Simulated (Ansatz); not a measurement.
# Nudged elastic band, with input and output: CH₇ClOSi₂ (part 2 of 2)

The same run, continued: CH₇ClOSi₂; RKS LDA/6-31G (Ansatz 0.2.0). It belongs to a series of runs on one base structure; here: band between the two ends.

Geometry of the input (Å):
```
C  -1.3025  -0.4696  1.4200
Si 0.3827  -0.5661  0.5787
Cl 1.6016  1.0988  1.4070
Si 0.4840  0.0546  -1.6970
O  0.7072  1.7715  -1.6864
H  -1.1928  -0.5582  2.5153
H  -1.7946  0.4913  1.1887
H  -1.9495  -1.2931  1.0616
H  1.1292  -1.8300  0.9616
H  1.6223  -0.7006  -2.3667
H  -0.8121  -0.2097  -2.4309
H  1.2018  2.1559  -0.9178
```

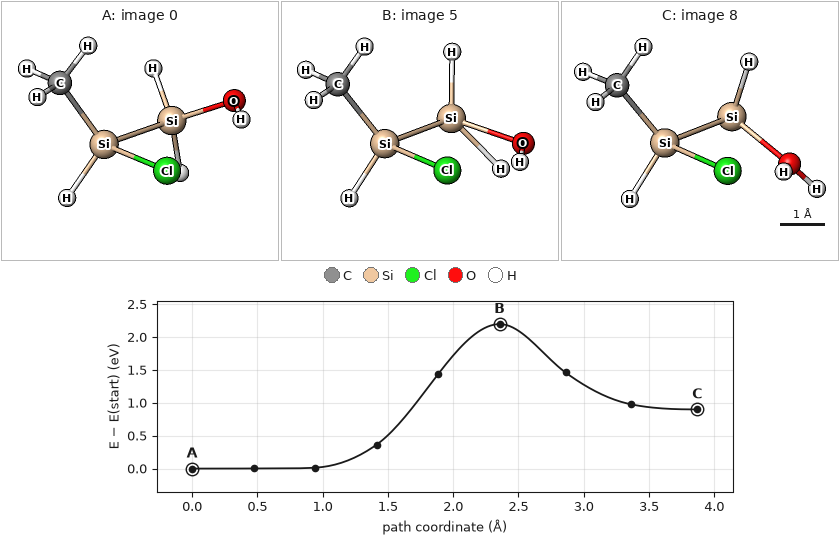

Images of the last band (counted from 0; ball-and-stick, seen at a tilt) above the energy along the path; the line is a cubic interpolation that uses the forces. The highest image is number 5, 2.198 eV above the start and 1.298 eV above the end (the climbing image); the end lies 0.900 eV above the start. The path is 3.87 Å long. The band converged in 21 iterations.

```
Total energy: -31341.90582305 eV, -1151.7937946903 hartree
Atom 0 at    -1.372416    -0.609166     1.487087 Å, force     0.001780    -0.003034    -0.007351 eV/Å
Atom 1 at     0.288470    -0.521406     0.592572 Å, force    -0.005665    -0.006667     0.007486 eV/Å
Atom 2 at     1.254893     1.402902     1.189508 Å, force     0.004262     0.006619    -0.000746 eV/Å
Atom 3 at     0.278877    -0.256943    -1.778590 Å, force    -0.011066    -0.001765     0.003010 eV/Å
Atom 4 at     1.301372     1.368712    -1.946956 Å, force    -0.008192     0.019386    -0.001579 eV/Å
Atom 5 at    -1.230580    -0.582876     2.581619 Å, force     0.002402     0.000992     0.000885 eV/Å
Atom 6 at    -2.016770     0.234968     1.186826 Å, force    -0.000775     0.000633     0.000732 eV/Å
Atom 7 at    -1.883839    -1.554016     1.220858 Å, force    -0.000965     0.002431     0.002451 eV/Å
Atom 8 at     1.242964    -1.573037     1.124750 Å, force    -0.001765    -0.003725    -0.001210 eV/Å
Atom 9 at     1.741825     0.165255    -2.433991 Å, force     0.013704    -0.006311    -0.003615 eV/Å
Atom 10 at    -1.173650     0.111173    -2.106638 Å, force     0.003003    -0.004273    -0.001373 eV/Å
Atom 11 at     1.645952     1.759237    -1.082944 Å, force     0.003279    -0.004285     0.001311 eV/Å
Dipole moment:    -0.349511    -0.489079     0.234694 e Å
this run last wrote the band of iteration 21 to [file]
```

The last band as extended XYZ (Å, eV, eV/Å)
```
12
Properties=species:S:1:pos:R:3:forces:R:3 image=0 energy=-31344.10364
C    -1.3025   -0.4696    1.4200   -0.0108  -0.0030  -0.0016
Si    0.3827   -0.5661    0.5787   -0.0012   0.0015  -0.0015
Cl    1.6016    1.0988    1.4070   -0.0029  -0.0079  -0.0018
Si    0.4840    0.0546   -1.6970   -0.0071   0.0104  -0.0137
O     0.7072    1.7715   -1.6864    0.0119  -0.0066   0.0162
H    -1.1928   -0.5582    2.5153   -0.0016   0.0014  -0.0053
H    -1.7946    0.4913    1.1887    0.0077  -0.0102   0.0016
H    -1.9495   -1.2931    1.0616    0.0099   0.0104   0.0061
H     1.1292   -1.8300    0.9616    0.0004   0.0036   0.0052
H     1.6223   -0.7006   -2.3667   -0.0084   0.0039   0.0044
H    -0.8121   -0.2097   -2.4309    0.0109  -0.0020   0.0035
H     1.2018    2.1559   -0.9178   -0.0089  -0.0015  -0.0132
12
Properties=species:S:1:pos:R:3:forces:R:3 image=1 energy=-31344.10210
C    -1.3220   -0.5242    1.4143   -0.0001  -0.0029  -0.0007
Si    0.3760   -0.5113    0.5935   -0.0010  -0.0013  -0.0012
Cl    1.4811    1.2332    1.4159    0.0027   0.0001   0.0006
Si    0.4751    0.0739   -1.6975    0.0009   0.0001   0.0003
O     0.9133    1.7457   -1.7406   -0.0017  -0.0010   0.0016
H    -1.2194   -0.5831    2.5121    0.0005   0.0004  -0.0007
H    -1.8845    0.3901    1.1582    0.0003   0.0032   0.0005
H    -1.8981   -1.4026    1.0666    0.0002   0.0027  -0.0002
H     1.2004   -1.7157    1.0057   -0.0006  -0.0019  -0.0003
H     1.4873   -0.8160   -2.3991    0.0011   0.0014   0.0015
H    -0.8767   -0.0693   -2.3633    0.0000  -0.0028  -0.0010
H     1.3448    2.1242   -0.9318   -0.0023   0.0021  -0.0005
12
Properties=species:S:1:pos:R:3:forces:R:3 image=2 energy=-31344.08967
C    -1.3460   -0.5921    1.4133    0.0143   0.0016  -0.0241
Si    0.3529   -0.4782    0.5941    0.0074   0.0074  -0.0047
Cl    1.3213    1.3570    1.3965    0.0260  -0.0021   0.0463
Si    0.4793    0.1013   -1.7076    0.0074   0.0090   0.0093
O     1.1101    1.7070   -1.7697   -0.0084   0.0306   0.0223
H    -1.2304   -0.5863    2.5120    0.0018  -0.0007  -0.0068
H    -1.9857    0.2583    1.1211    0.0117   0.0050  -0.0114
H    -1.8504   -1.5325    1.1206    0.0196   0.0089  -0.0190
H     1.2486   -1.6106    1.0596    0.0062  -0.0016  -0.0203
H     1.3957   -0.8315   -2.4761   -0.0609  -0.1096   0.0348
H    -0.9184    0.0770   -2.2948    0.0253   0.0054  -0.0323
H     1.5000    2.0755   -0.9349   -0.0503   0.0461   0.0058
12
Properties=species:S:1:pos:R:3:forces:R:3 image=3 energy=-31343.73911
C    -1.3607   -0.6256    1.4457    0.0300   0.0006  -0.0623
Si    0.3242   -0.5179    0.5826    0.0607   0.0319  -0.0187
Cl    1.2609    1.3723    1.2969    0.0475  -0.0244   0.1889
Si    0.4422    0.0813   -1.7345    0.2270   0.3970   0.0540
O     1.1366    1.6615   -1.7919   -0.2773   0.4566   0.2043
H    -1.2173   -0.6079    2.5426    0.0451   0.0067  -0.0612
H    -2.0110    0.2215    1.1670    0.0263   0.0040  -0.0365
H    -1.8749   -1.5690    1.1811    0.0332   0.0048  -0.0404
H     1.2472   -1.6045    1.0994    0.0092  -0.0320  -0.0416
H     1.5501   -0.4886   -2.5817   -0.4142  -1.1141  -0.1651
H    -1.0138    0.0631   -2.2056    0.3035  -0.0835  -0.1810
H     1.5936    1.9584   -0.9675   -0.0911   0.3524   0.1594
12
Properties=species:S:1:pos:R:3:forces:R:3 image=4 energy=-31342.66642
C    -1.3584   -0.6450    1.4685    0.0251  -0.0058  -0.0729
Si    0.3150   -0.5236    0.5898    0.0986  -0.0154   0.0189
Cl    1.2289    1.4020    1.2336   -0.0106  -0.0505   0.1734
Si    0.3686   -0.0451   -1.7512    0.4513   1.0493   0.1711
O     1.1955    1.5392   -1.8637   -0.4665   0.7604   0.3797
H    -1.2151   -0.6234    2.5650    0.0409   0.0117  -0.0634
H    -2.0186    0.1924    1.1835    0.0133   0.0019  -0.0194
H    -1.8578   -1.5956    1.2018    0.0092  -0.0009  -0.0208
H     1.2708   -1.5743    1.1114    0.0201  -0.0687  -0.0009
H     1.6713   -0.1242   -2.5340   -0.3733  -1.8914  -0.5773
H    -1.1156    0.0690   -2.1486    0.3268  -0.2290  -0.2417
H     1.5924    1.8734   -1.0221   -0.1350   0.4384   0.2533
12
Properties=species:S:1:pos:R:3:forces:R:3 image=5 energy=-31341.90579
C    -1.3724   -0.6092    1.4871    0.0018  -0.0030  -0.0074
Si    0.2885   -0.5214    0.5926   -0.0057  -0.0067   0.0075
Cl    1.2549    1.4029    1.1895    0.0043   0.0066  -0.0007
Si    0.2789   -0.2569   -1.7786   -0.0111  -0.0018   0.0030
O     1.3014    1.3687   -1.9470   -0.0082   0.0194  -0.0016
H    -1.2306   -0.5829    2.5816    0.0024   0.0010   0.0009
H    -2.0168    0.2350    1.1868   -0.0008   0.0006   0.0007
H    -1.8838   -1.5540    1.2209   -0.0010   0.0024   0.0025
H     1.2430   -1.5730    1.1247   -0.0018  -0.0037  -0.0012
H     1.7418    0.1653   -2.4340    0.0137  -0.0063  -0.0036
H    -1.1737    0.1112   -2.1066    0.0030  -0.0043  -0.0014
H     1.6460    1.7592   -1.0829    0.0033  -0.0043   0.0013
12
Properties=species:S:1:pos:R:3:forces:R:3 image=6 energy=-31342.64185
C    -1.3838   -0.5853    1.5081   -0.0219   0.0047   0.0442
Si    0.2528   -0.5257    0.5733   -0.0950  -0.0159  -0.0497
Cl    1.2936    1.4023    1.1282    0.0546   0.0593  -0.1741
Si    0.1655   -0.4452   -1.8308   -0.3270  -0.5635  -0.1586
O     1.3345    1.1712   -1.9645    0.0460  -0.5295  -0.0442
H    -1.2382   -0.5631    2.6005   -0.0178  -0.0031   0.0475
H    -2.0155    0.2655    1.2003   -0.0174   0.0000   0.0284
H    -1.9072   -1.5233    1.2372   -0.0145   0.0081   0.0318
H     1.2165   -1.5668    1.1280   -0.0231   0.0671   0.0119
H     1.9291    0.4674   -2.3955    0.5997   1.0125   0.1343
H    -1.2211    0.1992   -2.0277   -0.1357   0.2253   0.2303
H     1.6508    1.6485   -1.1230   -0.0480  -0.2652  -0.1015
12
Properties=species:S:1:pos:R:3:forces:R:3 image=7 energy=-31343.12712
C    -1.3926   -0.5621    1.5170   -0.0037  -0.0058   0.0011
Si    0.2157   -0.5706    0.5206   -0.0297  -0.0374  -0.0335
Cl    1.3243    1.3757    1.0188   -0.0170   0.0274  -0.1208
Si    0.0781   -0.5407   -1.9058   -0.0615  -0.1067  -0.0588
O     1.3517    0.9730   -1.9237    0.0162  -0.1798   0.0300
H    -1.2158   -0.5499    2.6058    0.0193   0.0089   0.0010
H    -2.0035    0.3113    1.2309   -0.0072   0.0037   0.0119
H    -1.9600   -1.4791    1.2619   -0.0169   0.0084   0.0287
H     1.1803   -1.5799    1.1299    0.0005   0.0302   0.0272
H     2.1313    0.6999   -2.4523    0.1918   0.2531  -0.0418
H    -1.1886    0.3755   -1.8986    0.0390   0.1139   0.1115
H     1.5563    1.4919   -1.0704   -0.1309  -0.1159   0.0436
12
Properties=species:S:1:pos:R:3:forces:R:3 image=8 energy=-31343.20387
C    -1.4183   -0.5690    1.5169   -0.0009  -0.0014  -0.0003
Si    0.1601   -0.6052    0.4711    0.0011   0.0014  -0.0023
Cl    1.2276    1.3911    0.9478    0.0004  -0.0023  -0.0100
Si    0.0080   -0.5238   -1.9564   -0.0019  -0.0018   0.0017
O     1.4550    0.7974   -1.8804    0.0034   0.0052   0.0144
H    -1.1811   -0.4198    2.5847   -0.0003  -0.0002  -0.0011
H    -2.0798    0.2446    1.1730    0.0008  -0.0004   0.0001
H    -1.9568   -1.5302    1.4095    0.0010   0.0010   0.0001
H     1.1529   -1.5645    1.1169   -0.0008   0.0001   0.0002
H     2.1793    0.7991   -2.5376   -0.0028  -0.0014   0.0010
H    -1.0695    0.6107   -1.8002   -0.0009   0.0002   0.0002
H     1.5997    1.3145   -1.0112    0.0009  -0.0003  -0.0041
```

Results in brief

- outcome: converged
- barrier, forward: 2.198 eV
- barrier, backward: 1.298 eV
- hardware: 1 thread of Intel Xeon @ 2.50GHz (Skylake/Cascade Lake), 189 GiB of memory available, shared host
- wall time: 17 min
- peak memory: 0.14 GiB

The order of the saddle point was not checked.
